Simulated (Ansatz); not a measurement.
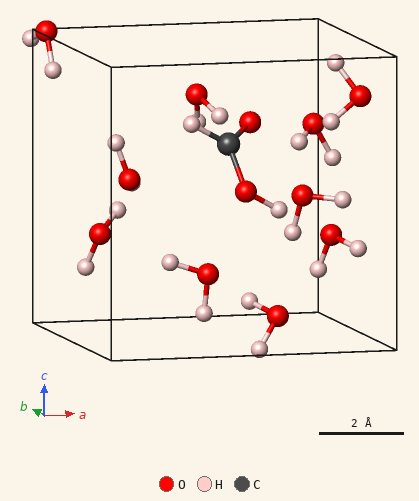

Starting frame of a dynamics run of a periodic cell with 10 H2O + 1 HCOOH at 1.035 g/cm³. It starts from the last geometry of an earlier run, with fresh velocities. The picture is a ball-and-stick view of the simulation cell, seen slightly off an axis.

These are results of Ansatz, DFT PBE-D3(BJ), scalar-relativistic, plane waves, PAW, not measurements.

Input
```yaml
accuracy: low
crystal:
  lattice:
    - [7.133492, 0.0, 0.0]
    - [0.0, 7.133492, 0.0]
    - [0.0, 0.0, 7.133492]
  atoms:
    - { symbol: O, position: [0.5304733, 0.70648363, 0.18004991] }
    - { symbol: H, position: [0.40321929, 0.72710036, 0.22198366] }
    - { symbol: H, position: [0.52412727, 0.73492808, 0.04336545] }
    - { symbol: O, position: [0.93863213, 0.84838825, 0.65985829] }
    - { symbol: H, position: [1.01127055, 0.86943345, 0.53932268] }
    - { symbol: H, position: [0.86041667, 0.74637574, 0.61445557] }
    - { symbol: O, position: [0.95768594, 0.32124332, 0.82126351] }
    - { symbol: H, position: [0.88350587, 0.36543157, 0.93182805] }
    - { symbol: H, position: [0.84919911, 0.29901063, 0.74106407] }
    - { symbol: O, position: [0.17778827, 0.42685749, 0.5511267] }
    - { symbol: H, position: [0.22098446, 0.55159478, 0.52313126] }
    - { symbol: H, position: [0.13211572, 0.43009007, 0.67753645] }
    - { symbol: O, position: [0.67176556, 0.33294952, 0.08088384] }
    - { symbol: H, position: [0.60534467, 0.45276353, 0.11859355] }
    - { symbol: H, position: [0.5951456, 0.2886592, -0.02410972] }
    - { symbol: O, position: [0.8210195, 0.56080464, 0.45674525] }
    - { symbol: H, position: [0.80134095, 0.61405487, 0.32496278] }
    - { symbol: H, position: [0.94659053, 0.50549126, 0.44511077] }
    - { symbol: O, position: [0.48893218, 0.70097772, 0.79456179] }
    - { symbol: H, position: [0.51444251, 0.78299351, 0.6893654] }
    - { symbol: H, position: [0.53829552, 0.58751519, 0.73445595] }
    - { symbol: O, position: [0.03432818, 0.96114527, 0.99239178] }
    - { symbol: H, position: [0.01563732, 1.09225132, 0.95178581] }
    - { symbol: H, position: [0.03801731, 0.89150534, 0.86855946] }
    - { symbol: O, position: [0.19620902, -0.13188101, 0.30799752] }
    - { symbol: H, position: [0.27961545, -0.05336691, 0.37644607] }
    - { symbol: H, position: [0.16537992, -0.06205335, 0.18717974] }
    - { symbol: O, position: [0.80232122, 0.12841217, 0.3792129] }
    - { symbol: H, position: [0.77076954, 0.17765135, 0.25714386] }
    - { symbol: H, position: [0.86545034, 0.01488496, 0.34512868] }
    - { symbol: O, position: [0.48521363, 0.06199216, 0.54669707] }
    - { symbol: C, position: [0.45287267, 0.16477658, 0.69642767] }
    - { symbol: O, position: [0.56238757, 0.28730031, 0.75099245] }
    - { symbol: H, position: [0.60704971, 0.08363796, 0.47771918] }
    - { symbol: H, position: [0.31609274, 0.13773157, 0.77251003] }
basis:
  ecutwfc: 420.0
kpoints:
  mp_grid: { grid: [1, 1, 1] }
hamiltonian:
  xc: pbe
  dispersion: d3bj
scf:
  occupations: { method: fermi_dirac, width: 0.05 }
  lower_state_search: "off"
md:
  timestep: 0.5
  n_steps: 400
  ensemble: nvt_nose_hoover
  temperature: 250.0
  initial_velocities: maxwell_boltzmann
  seed: 263984
  nose_hoover: { tau: 50.0, chain_length: 1 }
  masses: [{ species: H, mass: 2.014 }]
```

Command:
```bash
ansatz run input.yaml --threads 1 --pin off --max-ram 3072MiB --backend cpu --events-out ev --progress --plain --runs-dir out
```

What does the trajectory do?

Answer. Over the second half the temperature averages 239 K (spread ±26 K). The potential energy in the second half lies on average 17.1 meV per atom below the first frame. In the second half of the run the atoms are, in the root-mean-square, this far from where they began (common drift taken out): H 0.70 Å, O 0.64 Å, C 0.30 Å. The heavy atoms stay within a fraction of a molecule's size of their starting places; so short a run doesn't tell a liquid from a solid. Bond changes: 2 H–O bonds form between 54 fs and 170 fs; one H–O bond breaks at about 131 fs.

Along the run (each row but the first and the last is the mean over the interval that it begins):

```csv
time (fs),potential energy (meV/atom),T (K)
0.0,0.0,250
20.0,-5.8,289
40.0,-2.7,249
60.0,-5.3,255
80.0,-10.6,276
100.0,-13.7,272
120.0,-15.8,254
140.0,-17.2,232
160.0,-16.9,206
180.0,-21.7,230
200.0,-23.8,242
```

The paths of the atoms:

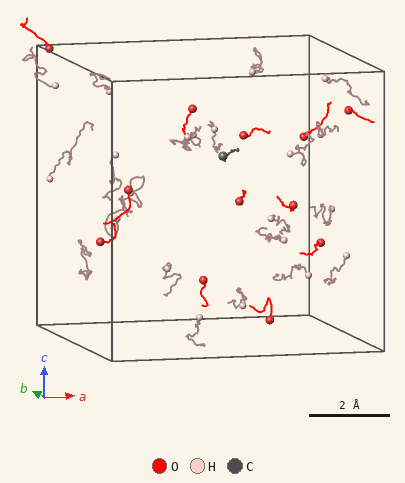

Limits of the set-up: the program's low-accuracy preset was used; masses were changed (H 2.014 u), which shifts the vibrations; the periodic images lie only 7.1 Å apart, so the values are limited by the cell's size.
